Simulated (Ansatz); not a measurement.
## LuZn (Pm-3m): from the cell to its phonons

Task: relax LuZn (Pm-3m), then find its harmonic phonons.

Program: Ansatz 0.2.0. Level of theory: DFT PBEsol, scalar-relativistic, plane waves, PAW; PAW set soft_1. Results are calculated unless marked as measured.

### 1. Starting point

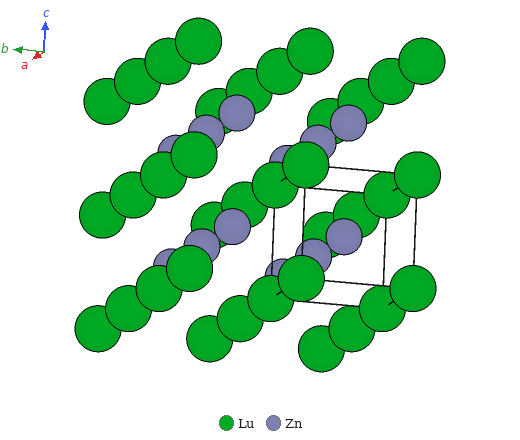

The starting structure, seen from a free direction (lutetium green, zinc blue). 3×2×2 cells are drawn. Some periodic images of atoms are drawn too.

### 2. Bringing the structure to rest

The cell and atoms are relaxed, since residual forces and stress would shift the frequencies.

input.yaml reads:

```yaml
crystal:
  lattice:
    - [3.491, 0.0, 0.0]
    - [0.0, 3.491, 0.0]
    - [0.0, 0.0, 3.491]
  atoms:
    - { symbol: Lu, position: [0.0, 0.0, 0.0] }
    - { symbol: Zn, position: [0.5, 0.5, 0.5] }
kpoints:
  mp_grid: { grid: [12, 12, 12] }
hamiltonian:
  xc: pbesol
  pseudopotentials: { kind: paw, azcp: { folder: soft_1 }, xc_functional: pbe }
scf:
  occupations: { method: gaussian, width: 0.1 }
output:
  forces: true
  stress: true
  eigenvalues: true
  write_density: true
  write_potential: true
  elf: true
  volumetric_format: npy
relax:
  adjacent_minimum: "off"
  f_tol: 0.005
  max_steps: 80
  cell: { stress_tol: 0.05 }
```

Command:

```sh
$ ansatz run input.yaml --threads 4 --pin off --max-ram 10240MiB --backend cpu --events-out ev --progress --plain --runs-dir out
```

Numbers of over 12 decimals in the logs are rounded to 6 here.

Log:

```text
Engine: ansatz 0.2.0, aarch64-unknown-linux-gnu
Pseudopotentials: kind: paw
Pseudopotential: Lu, paw, valence charge 25, recommended cutoff 420 eV (normal), soft_1/Lu.paw.azcp
Pseudopotential: Zn, paw, valence charge 12, recommended cutoff 420 eV (normal), soft_1/Zn.paw.azcp
Functional definition: PBEsol
  exchange = pbesol_x
  correlation = pbesol_c
Crystal: 2 atoms, lattice volume = 42.545 Å³
Basis set: ecut = 420 eV, 847 PW (Γ), exchange–correlation on 48×48×48 points (8 copies of the dense FFT grid, shifted against one another)
Bands: 23, of which v1, the nominal top of the filled ones, is band 19 counted from 1 (18 counted from 0)
Symmetry: 48 space group operations
Space group: Pm-3m (ITA 221), of the structure as read, at distance tolerance 3.5e-5 Å
k-points: 84 of 1728
Non-local potential: Lu, projectors of the file, l = 0: 3, l = 1: 2, l = 2: 2, l = 3: 3
Non-local potential: Zn, projectors of the file, l = 0: 2, l = 1: 2, l = 2: 3, l = 3: 1
PAW form: soft (Blöchl's): semilocal exchange-correlation on the pseudo side does not see the compensation charge
PAW frozen core: Lu, regenerated for the run's functional, and the local potential with it (the file was generated under x = pbe(κ = 0.804, μ = 0.219515), c = pbe(β = 0.066725))
PAW frozen core: Zn, regenerated for the run's functional, and the local potential with it (the file was generated under x = pbe(κ = 0.804, μ = 0.219515), c = pbe(β = 0.066725))
PAW one-centre angular grid: Lu, 590 points (default); XC on 64 Gauss nodes
PAW one-centre angular grid: Zn, 590 points (default); XC on 64 Gauss nodes
Initial density: superposition of atomic densities (chi_scale 0.1, normalization cell, long waves kept (reshape's long-wave potential 0.00 eV rms))
Initial wavefunctions: pseudopotential atomic-orbital guess
Functional: x = pbesol(κ = 0.804, μ = 0.123457), c = pbesol(β = 0.046)
SCF iter   1: F=—  HF=-17894.538467 eV  |F-HF|=—  |Δ(HF+E_count)|=         —  Δρ=1.11e-1  dr2=3.93e0  ethr=3.10e-3  ⟨swp⟩=6.6  Hψ=10076  notcnv=0
preconditioner: auto → Kerker (q_TF=auto, 2.666 Å⁻¹)  [metal: Δε(μ)=0.008 eV  Ē_g=11.481 eV  σ=0.100 eV  W_gap=0.05  n_scr=18 (ndim 8)  ℏωp=33.7 eV  f_vac=0.000  D(μ)=2.27/eV (n_scr^D=18)]
SCF iter   2: F=—  HF=-17893.894299 eV  |F-HF|=—  |Δ(HF+E_count)|=   6.44e-1  Δρ=4.06e-2  dr2=2.16e-1  ethr=3.10e-3  ⟨swp⟩=3.9  Hψ=5420  notcnv=0  defer=4
SCF iter   3: F=—  HF=-17893.682592 eV  |F-HF|=—  |Δ(HF+E_count)|=   2.12e-1  Δρ=1.67e-2  dr2=1.47e-1  ethr=5.84e-4  ⟨swp⟩=3.0  Hψ=5071  notcnv=0  defer=12
SCF iter   4: F=—  HF=-17893.656629 eV  |F-HF|=—  |Δ(HF+E_count)|=   2.60e-2  Δρ=8.02e-3  dr2=1.57e-2  ethr=3.97e-4  ⟨swp⟩=2.7  Hψ=4348  notcnv=0  defer=8
SCF iter   5: F=—  HF=-17893.668931 eV  |F-HF|=—  |Δ(HF+E_count)|=   1.23e-2  Δρ=7.59e-3  dr2=9.43e-3  ethr=4.23e-5  ⟨swp⟩=3.1  Hψ=4546  notcnv=0  defer=8
SCF iter   6: F=—  HF=-17893.663062 eV  |F-HF|=—  |Δ(HF+E_count)|=   5.87e-3  Δρ=2.84e-3  dr2=2.25e-3  ethr=2.55e-5  ⟨swp⟩=3.4  Hψ=5323  notcnv=0  defer=11
SCF iter   7: F=—  HF=-17893.662601 eV  |F-HF|=—  |Δ(HF+E_count)|=   4.61e-4  Δρ=1.40e-3  dr2=5.50e-4  ethr=6.07e-6  ⟨swp⟩=2.3  Hψ=3563  notcnv=0  defer=11
SCF iter   8: F=—  HF=-17893.662498 eV  |F-HF|=—  |Δ(HF+E_count)|=   1.03e-4  Δρ=5.59e-4  dr2=8.87e-5  ethr=1.49e-6  ⟨swp⟩=2.0  Hψ=2983  notcnv=0  defer=11
SCF iter   9: F=—  HF=-17893.662460 eV  |F-HF|=—  |Δ(HF+E_count)|=   3.75e-5  Δρ=1.08e-4  dr2=2.76e-6  ethr=2.40e-7  ⟨swp⟩=2.0  Hψ=3133  notcnv=0  defer=11
SCF iter  10: F=-17893.662459 eV  HF=-17893.662459 eV  |F-HF|=7.59e-8  |Δ(HF+E_count)|=   5.96e-7  Δρ=1.98e-5  dr2=8.04e-8  ethr=2.70e-10  ⟨swp⟩=13.3  Hψ=21974  notcnv=0
SCF 1 converged in 10 iterations: F = -17893.662459 eV  dr2 = 8.04e-8
  greatest PAW one-centre occupation: 0.998 electrons in one spin orbital (limit 2), on the Lu atom at site 0 (counted from 0), in its partial waves of l = 0
relax step   1: F+E_penalty+E_count = -17893.66245942 eV  Δ(F+E_penalty+E_count) = +0.000e0 eV  max|allowed force component| = 3.031e-29 eV/Å  Δτ_max = 0.0000 Å  P = -3.524 GPa  Ω = 42.545 Å³  (10 SCF iters, dr2 threshold 1.00e-7 eV, accepted)
Crystal: 2 atoms, lattice volume = 39.326 Å³
Basis set: ecut = 420 eV, 751 PW (Γ), exchange–correlation on 48×48×48 points (8 copies of the dense FFT grid, shifted against one another)
Initial density: handed on by an earlier stage of this run
Initial wavefunctions: those handed on with the density
iter 1 solved again at ethr=9.65e-5 eV; its pass at ethr=3.10e-3 eV (dr2=3.57e-2 eV) is discarded
SCF iter   1: F=—  HF=-17893.692733 eV  |F-HF|=—  |Δ(HF+E_count)|=         —  Δρ=1.05e-2  dr2=3.61e-2  ethr=9.65e-5  ⟨swp⟩=2.0  Hψ=15011  notcnv=0
preconditioner: auto → Kerker (q_TF=auto, 2.701 Å⁻¹)  [metal: Δε(μ)=0.027 eV  Ē_g=12.130 eV  σ=0.100 eV  W_gap=0.15  n_scr=18 (ndim 8)  ℏωp=35.0 eV  f_vac=0.000  D(μ)=2.07/eV (n_scr^D=18)]
SCF iter   2: F=—  HF=-17893.684447 eV  |F-HF|=—  |Δ(HF+E_count)|=   8.29e-3  Δρ=3.09e-3  dr2=2.84e-3  ethr=9.65e-5  ⟨swp⟩=2.0  Hψ=3410  notcnv=0
SCF iter   3: F=—  HF=-17893.682733 eV  |F-HF|=—  |Δ(HF+E_count)|=   1.71e-3  Δρ=1.91e-3  dr2=2.41e-3  ethr=7.68e-6  ⟨swp⟩=2.9  Hψ=3569  notcnv=0
SCF iter   4: F=—  HF=-17893.682265 eV  |F-HF|=—  |Δ(HF+E_count)|=   4.68e-4  Δρ=9.43e-4  dr2=3.76e-4  ethr=6.50e-6  ⟨swp⟩=2.0  Hψ=3171  notcnv=0
SCF iter   5: F=—  HF=-17893.682379 eV  |F-HF|=—  |Δ(HF+E_count)|=   1.14e-4  Δρ=1.02e-3  dr2=1.60e-4  ethr=1.02e-6  ⟨swp⟩=3.0  Hψ=4105  notcnv=0
SCF iter   6: F=—  HF=-17893.682225 eV  |F-HF|=—  |Δ(HF+E_count)|=   1.54e-4  Δρ=1.83e-4  dr2=6.59e-6  ethr=4.32e-7  ⟨swp⟩=3.3  Hψ=4557  notcnv=0
SCF iter   7: F=—  HF=-17893.682216 eV  |F-HF|=—  |Δ(HF+E_count)|=   8.71e-6  Δρ=4.02e-5  dr2=4.15e-7  ethr=1.78e-8  ⟨swp⟩=3.5  Hψ=4735  notcnv=0
SCF iter   8: F=-17893.682217 eV  HF=-17893.682217 eV  |F-HF|=1.41e-8  |Δ(HF+E_count)|=   3.37e-7  Δρ=1.05e-5  dr2=2.44e-8  ethr=5.41e-10  ⟨swp⟩=15.1  Hψ=21919  notcnv=0
SCF 2 converged in 8 iterations: F = -17893.682217 eV  dr2 = 2.44e-8
  Residual-converged pass: ⟨swp⟩=1.0  Hψ=2272  notcnv=0  max |occ|·‖R‖ = 7.1e-9 eV (tolerance 1.0e-8 eV)  dr2=2.44e-8  dr2_onsite=8.86e-9  max |Δocc| = 4.2e-11
relax step   2: F+E_penalty+E_count = -17893.68221667 eV  Δ(F+E_penalty+E_count) = -1.976e-2 eV  max|allowed force component| = 4.404e-30 eV/Å  Δτ_max = 0.0000 Å  P = +2.082 GPa  Ω = 39.326 Å³  energy of the carried Pulay correction = +1.385e-3 eV  (8 SCF iters, dr2 threshold 2.00e-7 eV, accepted)
Crystal: 2 atoms, lattice volume = 40.463 Å³
iter 1 solved again at ethr=1.33e-5 eV; its pass at ethr=3.10e-3 eV (dr2=4.90e-3 eV) is discarded
SCF iter   1: F=—  HF=-17893.689797 eV  |F-HF|=—  |Δ(HF+E_count)|=         —  Δρ=3.81e-3  dr2=4.98e-3  ethr=1.33e-5  ⟨swp⟩=1.8  Hψ=13419  notcnv=0
preconditioner: auto → Kerker (q_TF=auto, 2.688 Å⁻¹)  [metal: Δε(μ)=0.020 eV  Ē_g=12.191 eV  σ=0.100 eV  W_gap=0.11  n_scr=18 (ndim 8)  ℏωp=34.5 eV  f_vac=0.000  D(μ)=1.91/eV (n_scr^D=18)]
SCF iter   2: F=—  HF=-17893.688606 eV  |F-HF|=—  |Δ(HF+E_count)|=   1.19e-3  Δρ=1.11e-3  dr2=4.79e-4  ethr=1.33e-5  ⟨swp⟩=2.1  Hψ=2636  notcnv=0
SCF iter   3: F=—  HF=-17893.688383 eV  |F-HF|=—  |Δ(HF+E_count)|=   2.23e-4  Δρ=6.89e-4  dr2=3.24e-4  ethr=1.30e-6  ⟨swp⟩=2.2  Hψ=3278  notcnv=0
SCF iter   4: F=—  HF=-17893.688318 eV  |F-HF|=—  |Δ(HF+E_count)|=   6.55e-5  Δρ=3.53e-4  dr2=4.39e-5  ethr=8.77e-7  ⟨swp⟩=2.0  Hψ=3172  notcnv=0
SCF iter   5: F=—  HF=-17893.688323 eV  |F-HF|=—  |Δ(HF+E_count)|=   5.94e-6  Δρ=3.61e-4  dr2=2.04e-5  ethr=1.19e-7  ⟨swp⟩=3.1  Hψ=4297  notcnv=0
SCF iter   6: F=—  HF=-17893.688307 eV  |F-HF|=—  |Δ(HF+E_count)|=   1.63e-5  Δρ=4.23e-5  dr2=5.27e-7  ethr=5.52e-8  ⟨swp⟩=3.6  Hψ=4732  notcnv=0
SCF iter   7: F=-17893.688307 eV  HF=-17893.688307 eV  |F-HF|=4.89e-8  |Δ(HF+E_count)|=   2.97e-7  Δρ=1.23e-5  dr2=6.70e-8  ethr=5.41e-10  ⟨swp⟩=14.5  Hψ=22445  notcnv=0
SCF 3 converged in 7 iterations: F = -17893.688307 eV  dr2 = 6.70e-8
  Residual-converged pass: ⟨swp⟩=1.1  Hψ=2273  notcnv=0  max |occ|·‖R‖ = 7.0e-9 eV (tolerance 1.0e-8 eV)  dr2=6.70e-8  dr2_onsite=4.31e-8  max |Δocc| = 3.0e-11
relax step   3: F+E_penalty+E_count = -17893.68830680 eV  Δ(F+E_penalty+E_count) = -6.090e-3 eV  max|allowed force component| = 1.553e-30 eV/Å  Δτ_max = 0.0000 Å  P = -0.169 GPa  Ω = 40.463 Å³  energy of the carried Pulay correction = +8.835e-4 eV  (7 SCF iters, dr2 threshold 2.00e-7 eV, accepted)
[...]
relax step   4: F+E_penalty+E_count = -17893.68839331 eV  Δ(F+E_penalty+E_count) = -8.651e-5 eV  max|allowed force component| = 8.152e-30 eV/Å  Δτ_max = 0.0000 Å  P = -0.008 GPa  Ω = 40.375 Å³  energy of the carried Pulay correction = +9.216e-4 eV  (6 SCF iters, dr2 threshold 7.12e-8 eV, accepted)
Initial wavefunctions: pseudopotential atomic-orbital guess (no wavefunctions were taken with the density)
iter 1 solved again at ethr=8.94e-8 eV; its pass at ethr=3.10e-3 eV (dr2=3.31e-5 eV) is discarded
SCF iter   1: F=—  HF=-17893.687583 eV  |F-HF|=—  |Δ(HF+E_count)|=         —  Δρ=9.57e-5  dr2=1.19e-6  ethr=8.94e-8  ⟨swp⟩=5.5  Hψ=19032  notcnv=0
preconditioner: auto → Kerker (q_TF=auto, 2.689 Å⁻¹)  [metal: Δε(μ)=0.025 eV  Ē_g=12.160 eV  σ=0.100 eV  W_gap=0.14  n_scr=18 (ndim 8)  ℏωp=34.6 eV  f_vac=0.000  D(μ)=1.95/eV (n_scr^D=18)]
SCF iter   2: F=—  HF=-17893.687574 eV  |F-HF|=—  |Δ(HF+E_count)|=   8.49e-6  Δρ=1.66e-4  dr2=5.38e-6  ethr=3.22e-9  ⟨swp⟩=3.4  Hψ=4913  notcnv=0
SCF iter   3: F=—  HF=-17893.687574 eV  |F-HF|=—  |Δ(HF+E_count)|=   4.01e-7  Δρ=3.28e-5  dr2=2.71e-7  ethr=3.22e-9  ⟨swp⟩=3.0  Hψ=4545  notcnv=0
SCF iter   4: F=—  HF=-17893.687573 eV  |F-HF|=—  |Δ(HF+E_count)|=   4.70e-7  Δρ=2.55e-5  dr2=9.37e-8  ethr=7.32e-10  ⟨swp⟩=3.0  Hψ=3998  notcnv=0
SCF iter   5: F=—  HF=-17893.687573 eV  |F-HF|=—  |Δ(HF+E_count)|=   3.92e-8  Δρ=7.75e-6  dr2=7.15e-9  ethr=2.53e-10  ⟨swp⟩=3.2  Hψ=4527  notcnv=0
SCF iter   6: F=—  HF=-17893.687573 eV  |F-HF|=—  |Δ(HF+E_count)|=   3.48e-8  Δρ=1.41e-6  dr2=1.45e-10  ethr=1.93e-11  ⟨swp⟩=2.7  Hψ=3912  notcnv=0
SCF iter   7: F=-17893.687573 eV  HF=-17893.687573 eV  |F-HF|=3.64e-12  |Δ(HF+E_count)|=  6.66e-10  Δρ=2.45e-7  dr2=8.56e-12  ethr=1.00e-12  ⟨swp⟩=8.1  Hψ=15973  notcnv=0
SCF 5 converged in 7 iterations: F = -17893.687573 eV  dr2 = 8.56e-12
relax step   5: F+E_penalty+E_count = -17893.68757335 eV  Δ(F+E_penalty+E_count) = +8.200e-4 eV  max|allowed force component| = 2.498e-30 eV/Å  Δτ_max = 0.0000 Å  P = -0.022 GPa  Ω = 40.375 Å³  stress off target by 2.17e-2 GPa  SCF on the basis re-selected at this cell (its energy is not comparable with the rows above)  (7 SCF iters)
basis re-selected at this cell: Δ(F+E_penalty+E_count) = +8.200e-4 eV, ΔP = -0.014 GPa vs the last step (what re-selecting the basis moved, of the pressure what is left beyond the Pulay correction that the steps carried, after the strain that the cell walked since its last selection, with what the two solves' SCF thresholds leave and, on support functions, any second-order correction that the steps lacked; it is no m [...]
SCF converged after 7 iterations
Free energy (F): -17893.687573 eV
Harris-Foulkes:  -17893.687573 eV  (|F-HF|=3.64e-12)
Internal energy: -17893.677836 eV  (E = F + TS)
E sigma→0 (E₀):  -17893.682705 eV
Entropy (-TS):   -0.009737 eV (-4.869 meV/atom)
Fermi energy:    13.939172 eV
--- Per-component energies (eV) ---
  E_band       = 88.242838
  E_kinetic    = 568.043350
  E_local      = -8329.270290  (includes V_loc(G=0)·N_el)
  E_nonlocal   = 1500.339777
  E_hartree    = 3396.208386
  E_xc         = -285.334420
  E_vxc        = -305.089030  (∫ρ·V_xc dr)
  E_paw        = -9156.736113  (= ΣΔE_a)
  E_vpaw       = -138.197569  (= ΣTr[D̂ρ^β])
  E_aug_tail   = -0.000240  (compensation charges beyond the density's cutoff)
  E_ewald      = -5588.917528
  E_core_change = 1.989240  (= ΣΔE_core)
  E_smearing   = -0.009737  (= −TS)
  E_closure    = 0.000000  (closes the sum)
  Σ components = -17893.687573   (vs F -17893.687573, Δ=0.00e0)
--- Forces (eV/Å), atoms counted from 1 ---
  atom   1  Lu     0.00000000    -0.00000000     0.00000000
  atom   2  Zn     0.00000000     0.00000000    -0.00000000
  max |Σ_I F_I| component: 7.63e-30 eV/Å
--- Stress (GPa, compression-positive) ---
       -0.021670      -0.000000      -0.000000
       -0.000000      -0.021670      -0.000000
       -0.000000      -0.000000      -0.021670
  P = ⅓ Tr σ = -0.0217 GPa (-0.217 kbar)
--- Band table (eV; the first three rows and the last of 84) ---
  k-point 0: bands = [... 15 lower, 8.9773, 9.0025, 14.0421, 14.0421, 19.0556, 19.0556, 19.0556, 19.1402]
  k-point 1: bands = [... 15 lower, 8.9798, 9.0034, 13.9962, 14.0690, 18.1566, 18.1566, 18.6568, 19.1489]
  k-point 2: bands = [... 15 lower, 8.9872, 9.0058, 13.7163, 14.1453, 17.3186, 17.3186, 18.1378, 19.1729]
  k-point 83: bands = [... 15 lower, 9.0086, 11.8885, 11.8885, 11.8885, 14.0416, 19.2720, 19.2720, 19.2720]
--- Relaxed structure (4 steps of the walk, 4 accepted, 1 SCFs on fresh bases) ---
  F+E_penalty+E_count = -17893.68757335 eV   max|allowed force component| = 2.498e-30 eV/Å   (the final SCF, on the basis selected at the relaxed cell)
  cell:  # Å, volume = 40.3754 Å³
    - [3.430618, 0, 0]
    - [0, 3.430618, 0]
    - [0, 0, 3.430618]
  atoms:
    - { symbol: Lu, position: [0, 0, 0] }
    - { symbol: Zn, position: [0.5, 0.5, 0.5] }
```

Elapsed: 7.9 s, on 4 threads of Arm Neoverse V2, shared host; peak memory 0.41 GiB.

Relaxation path:

| step | energy less that of the first step (eV) | largest force component (eV/Å) | pressure (GPa) | volume (Å³) |
| --- | --- | --- | --- | --- |
| 1 | 0.0000 | 0.0000 | -3.52 | 42.55 |
| 2 | -0.0198 | 0.0000 | 2.08 | 39.33 |
| 3 | -0.0258 | 0.0000 | -0.17 | 40.46 |
| 4 | -0.0259 | 0.0000 | -0.01 | 40.38 |
| 5* | -0.0251 | 0.0000 | -0.02 | 40.38 |

Relaxation steps marked * repeat the geometry before them on a plane-wave basis chosen anew for their cell, so energy and pressure can jump there.

The run keeps the 48 symmetry operations that it works with, so distortions that break them were not tested.

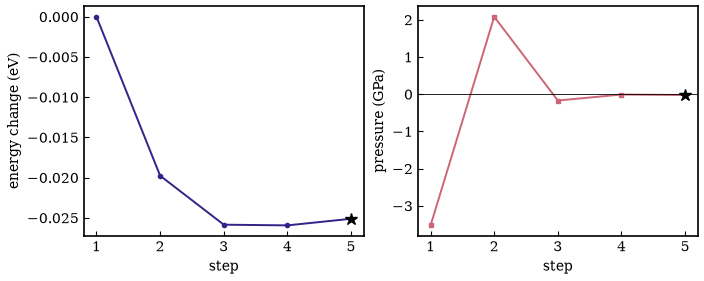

Energy and pressure along the relaxation. Stars mark steps on a basis chosen anew.

| conventional cell, symmetrised | before | after | change |
| --- | --- | --- | --- |
| a (Å) | 3.491 | 3.431 | -1.7 % |
| b (Å) | 3.491 | 3.431 | -1.7 % |
| c (Å) | 3.491 | 3.431 | -1.7 % |
| volume (Å³/atom) | 21.27 | 20.19 | -5.1 % |

Final coordinates:

```xyz
2
Lattice="3.4306 0.0000 0.0000 0.0000 3.4306 0.0000 0.0000 0.0000 3.4306" Properties=species:S:1:pos:R:3 pbc="T T T"
Lu    0.0000    0.0000    0.0000
Zn    1.7153    1.7153    1.7153
```

This step gave:

| Item | Value |
| --- | --- |
| pressure | -0.02167 GPa |
| volume per atom | 20.19 Å³ |
| gap on the k-mesh | 0 eV |

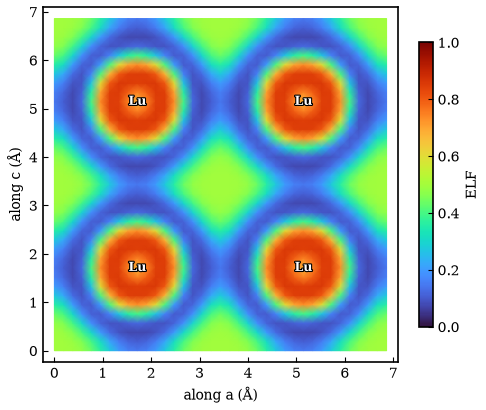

ELF in the ac plane at fractional y = 0.000, with atoms of Lu within 0.2 Å of it. It is the smooth field of the valence electrons, not physical close to the nuclei. The map starts off the cell's origin, so that atoms lie inside it.

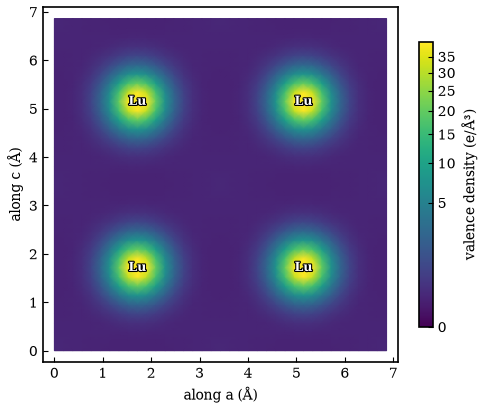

Valence density in the ac plane at fractional y = 0.000, with atoms of Lu within 0.2 Å of it. It is the smooth field of the valence electrons, not physical close to the nuclei. The map starts off the cell's origin, so that atoms lie inside it. The colour scale is stretched toward low values.

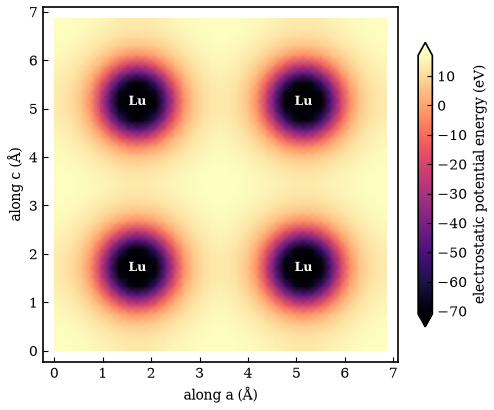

Electrostatic potential energy in the ac plane at fractional y = 0.000, with atoms of Lu within 0.2 Å of it. With pseudopotentials it is smooth inside the atoms' cores, unlike the true potential. The map starts off the cell's origin, so that atoms lie inside it.

In this step the volume went from 21.27 to 20.19 Å³/atom.

(Part 1 of 3 ends here.)

[Logs are printed without paths, hosts, clocks, repeated set-up lines and the standing remarks that a program may print on its own settings, such as how far it seeks lower states.]

[Hosts, paths, dates, database ids (printed as entryN), source tags and the programs' standing remarks are cut or masked in the printed files.]
